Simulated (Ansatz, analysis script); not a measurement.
# AlCo: energy against the total moment, part 2 of 2

Aim: the energy of AlCo as its total moment is fixed at a series of values, and its answer to a field.

Ansatz 0.2.0; PBE, PAW set soft_2.

So far. Step 9 (Total moment fixed at 0.9 μB): The energy is 231 meV from the state without spin, and the largest site carries 0.904 μB.

## 10. No field, tight threshold

Level of this step: Ansatz DFT, collinear, uniform magnetic field on the spins; PBE, PAW default (Ansatz).

A field gives a second route to the same curve. A thousand tesla shift each spin by 58 meV, and the threshold is tightened so that small induced moments are resolved.

The input, input.yaml:

```yaml
crystal:
  lattice:
    - [2.81940321, 0.0, 0.0]
    - [0.0, 2.81940321, 0.0]
    - [0.0, 0.0, 2.81940321]
  atoms:
    - { symbol: Al, position: [0.0, 0.0, 0.0] }
    - { symbol: Co, position: [0.5, 0.5, 0.5], spin: 0.3 }
magnetization:
  spin_polarized: true
kpoints:
  mp_grid: { grid: [14, 14, 14] }
hamiltonian:
  xc: pbe
scf:
  occupations: { method: fermi_dirac, width: 0.1 }
  max_iter: 120
  convergence: { dr2_threshold: 1.0e-10 }
basis:
  ecutwfc: 420.0
```

On the command line:

```console
> ansatz run input.yaml --threads 1 --pin off --max-ram 2560MiB --backend cpu --events-out ev --progress --plain --runs-dir out
```

Numbers of over 12 decimals in the logs are rounded to 6 here.

The program printed:

```text
[...]
Crystal: 2 atoms, lattice volume = 22.412 Å³
Basis set: ecut = 420 eV, 461 PW (Γ)
Bands: 15, of which v1, the nominal top of the filled ones, is band 10 counted from 1 (9 counted from 0)
Symmetry: 48 space group operations
[...]
k-points: 120 of 2744
[...]
Starting moments: Σ|m| = 0.3 μB on 1 of 2 sites
[...]
Magnetization: 0.0000 μB (10.0000 up, 10.0000 down)
Absolute magnetization: 0.0000 μB (∫|ρ↑−ρ↓|, with the PAW one-centre terms)
[...]
Per-site moments (μB) at R_I (Å): [(-4.817165987916287e-9, 1.007191), (1.3655305203005675e-7, 1.007191)]
Free energy (F): -5664.836087 eV
[...]
Internal energy: -5664.809214 eV  (E = F + TS)
E sigma→0 (E₀):  -5664.822651 eV
Entropy (-TS):   -0.026873 eV (-13.437 meV/atom)
Fermi energy:    15.016758 eV
[...]
[key lines of the parts left out:]
SCF converged after 13 iterations
```

Run time: 5.4 s. Hardware: 1 thread of Arm Neoverse V2, shared host; peak memory 0.32 GiB.

The net moment is 0 μB a cell.

## 11. Field of 1500 T

input.yaml, as its differences from that of step 10:

```diff
@@ -10,2 +10,3 @@
   spin_polarized: true
+  magnetic_field: 1500.0
 kpoints:
```

The program printed:

```text
[...]
Crystal: 2 atoms, lattice volume = 22.412 Å³
Basis set: ecut = 420 eV, 461 PW (Γ)
Bands: 15, of which v1, the nominal top of the filled ones, is band 10 counted from 1 (9 counted from 0)
Symmetry: 48 space group operations
[...]
k-points: 120 of 2744
[...]
Starting moments: Σ|m| = 0.3 μB on 1 of 2 sites
[...]
SCF converged after 13 iterations
Magnetization: 0.1337 μB (10.0668 up, 9.9332 down)
Absolute magnetization: 0.1676 μB (∫|ρ↑−ρ↓|, with the PAW one-centre terms)
[...]
Per-site moments (μB) at R_I (Å): [(-0.00503333, 1.007191), (0.149984, 1.007191)]
Free energy (F): -5664.842400 eV
[...]
Internal energy: -5664.814510 eV  (E = F + TS)
E sigma→0 (E₀):  -5664.828455 eV
Entropy (-TS):   -0.027890 eV (-13.945 meV/atom)
Fermi energy:    14.966016 eV
[...]
```

Run time: 4.4 s. Hardware: 1 thread; peak memory 0.31 GiB.

The net moment is 0.134 μB a cell.

The other 2 runs of this kind were made alike; their results stand in the table below.

## 12. E(M) and M(B)

Table of energy less the state without spin by total moment:

```
total moment (μB/cell)  energy less the state without spin (meV/cell)
                 0.000                                              0
                 0.100                                           2.83
                 0.200                                           12.9
                 0.300                                           30.5
                 0.400                                           54.4
                 0.500                                           82.9
                 0.600                                            115
                 0.700                                            150
                 0.800                                            188
                 0.900                                            231
```

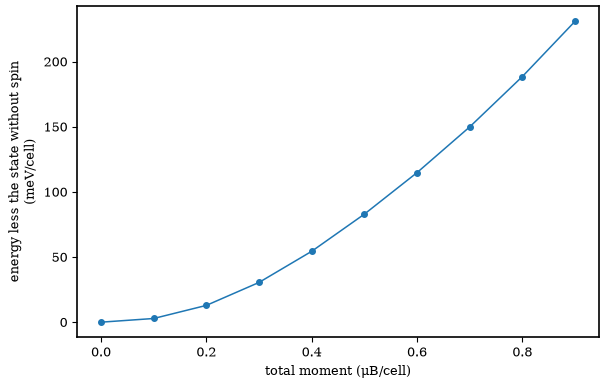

Energy less the state without spin, plotted against total moment.

The field that holds a moment is half the difference of the two Fermi levels over μB.

The field that holds the moment by total moment:

```
total moment (μB/cell)  field that holds the moment (T)
                 0.100                             1039
                 0.200                             2435
                 0.300                             3619
                 0.400                             4581
                 0.500                             5234
                 0.600                             5776
                 0.700                             6359
                 0.800                             6998
                 0.900                             7660
```

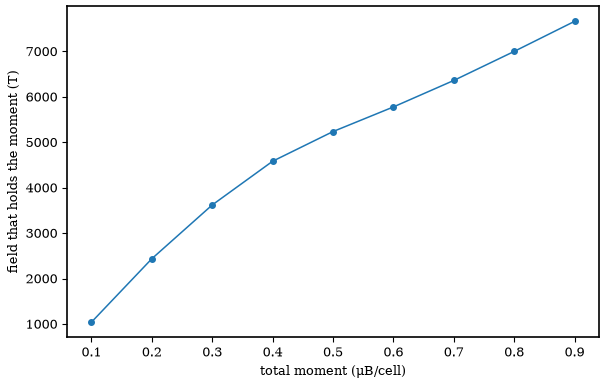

Field that holds the moment, plotted against total moment.

Site moments:

```
total (μB)  Al no. 1 (μB)  Co no. 2 (μB)
       0.1        -0.0039         0.1131
       0.2        -0.0066         0.2199
       0.3        -0.0083         0.3225
       0.4        -0.0096         0.4235
       0.5        -0.0109         0.5244
       0.6        -0.0117         0.6239
       0.7        -0.0115         0.7206
       0.8        -0.0102         0.8137
       0.9        -0.0079         0.9039
```

Table of total moment by field:

```
field (T)  total moment (μB/cell)
        0                       0
      300                  0.0323
      600                  0.0623
     1500                   0.134
```

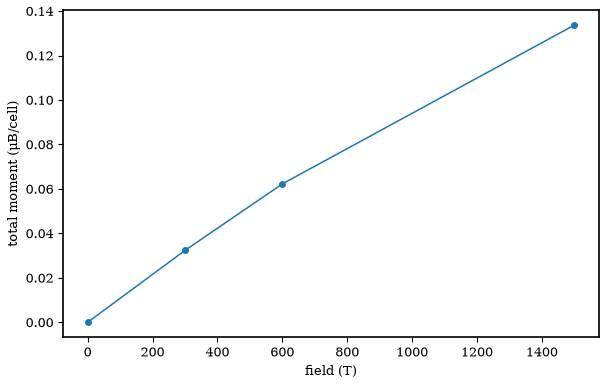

Total moment against field.

Three Landau terms miss the curve as a whole or at its small-moment end, and no Stoner analysis is made here.

## 13. Outcome

```json
{
 "state of the free run": "non-magnetic",
 "net moment of the free run": "0 μB",
 "energy of the free run from the state without spin": "0 meV a cell",
 "lowest of the fixed moments tried": "M = 0 μB, 0 meV",
 "dM/dB between 0 and 300 T": "0.108 μB a cell per 1000 T"
}
```

In words: From parallel starts in this cell no moment survives, so no ferromagnetic state is found at this level (opposed orders were not tried), and it is far: a cell moment of 0.5 μB costs 83 meV. E(M) is lowest at M = 0 and costs 231 meV at 0.9 μB. The two routes can be compared: 1500 T induce 0.134 μB, and the fixed-moment runs need about 1469 T for that moment, by interpolation. The field acts on spins alone. The 13 fixed-moment and field runs took 60 s of wall time, added up. Energies are free energies at a smearing of 0.1 eV, and with partly filled levels differences shift, at times strongly, as the smearing goes to zero.

[Logs and program files are shortened in this print: banners, set-up blocks, solver, clock and traceback lines can be left out without a mark of their own.]

[Logs are printed without paths, hosts, clocks, repeated set-up lines and the standing remarks that a program may print on its own settings, such as how far it seeks lower states.]

[Hosts, paths, dates, database ids (printed as entryN), source tags and the programs' standing remarks are cut or masked in the printed files.]
